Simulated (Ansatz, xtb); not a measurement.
## How methods differ on BGeH3Cl2 (SMILES Cl[B](Cl)[GeH3])

BGeH3Cl2 has 7 atoms, charge 0, and is taken as a singlet. SMILES: `Cl[B](Cl)[GeH3]`. The coordinates come from a PBE0-D4/def2-TZVP relaxation.

Each level gives the electronic atomisation energy (eV). The values are calculated. Electronic energies at fixed atoms, without zero-point motion or spin-orbit coupling.

| level | kind | program | value (eV) | CPU time (all runs) |
| --- | --- | --- | --- | --- |
| GFN0-xTB | semi-empirical | xtb | 27.98 | under 2 s |
| HF/cc-pVDZ | Hartree–Fock | Ansatz | 15.81 | 5.5 s |
| revPBE/cc-pVDZ | GGA | Ansatz | 20.50 | 13 s |
| r2SCAN/cc-pVDZ | meta-GGA | Ansatz | 21.47 | 34 s |
| r2SCAN0/cc-pVDZ | hybrid meta-GGA | Ansatz | 21.17 | 34 s |
| HSE06/cc-pVDZ | range-separated hybrid | Ansatz | 21.15 | 18 s |
| B2PLYP/cc-pVDZ | double hybrid | Ansatz | 20.53 | 22 s |
| RPA@PBE0/cc-pVDZ | RPA | Ansatz | 19.35 | 23 s |
| BCCD(T)/cc-pVDZ | coupled cluster or CI | Ansatz | 19.86 | 32 s |

All-electron rows without a relativistic Hamiltonian named are non-relativistic. Correlated wave functions underbind in double-zeta sets. The values span 15.81 to 27.98 eV. GFN0-xTB: no spin polarisation, so open shells miss the exchange term that lowers them. In the correlated wave-function rows the outer d shell of Ge is correlated, in sets not made for it. In so small a basis fixed costs decide the times, and correlated methods can beat functionals. Times are those of the runs behind each value, whatever else they computed, on shared processors of several kinds: orders of magnitude only.

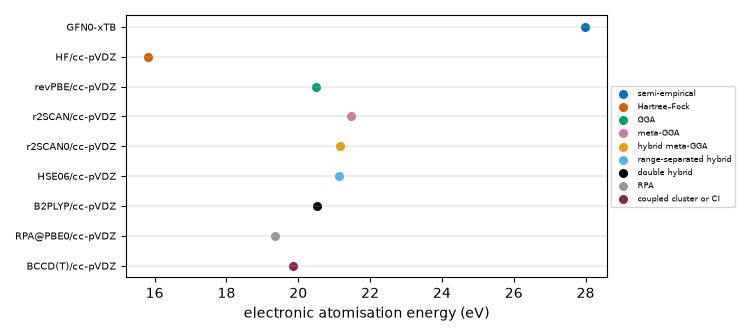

The values of the table, level by level.
